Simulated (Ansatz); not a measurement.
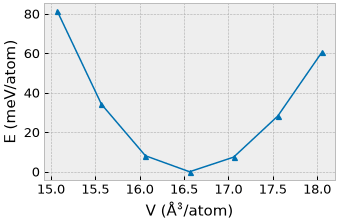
Figure. TaAl (L1₀ or tetragonal B2, space group No. 123) under volume change, plane-wave PAW r²SCAN (Ansatz code), shape and atoms relaxed at each volume.

Task: What does a third-order Birch–Murnaghan fit give for V₀, B₀ and B′?

Result: V₀ = 16.56 Å³/atom, B₀ = 166 GPa, B′ = 4.0.

Space group P4/mmm (L1₀ or tetragonal B2). The start of the workflow was typed in or built on a structure type; neither database checked (COD, Materials Project) lists it. Its standing as an ambient phase is unchecked. The cell was relaxed with r²SCAN under the symmetry of its start; whether a distortion lowers the energy is not shown. No spin polarisation was allowed. Spin–orbit coupling is left out wherever it is not named.

Potentials: the earlier of the program's two PAW sets.
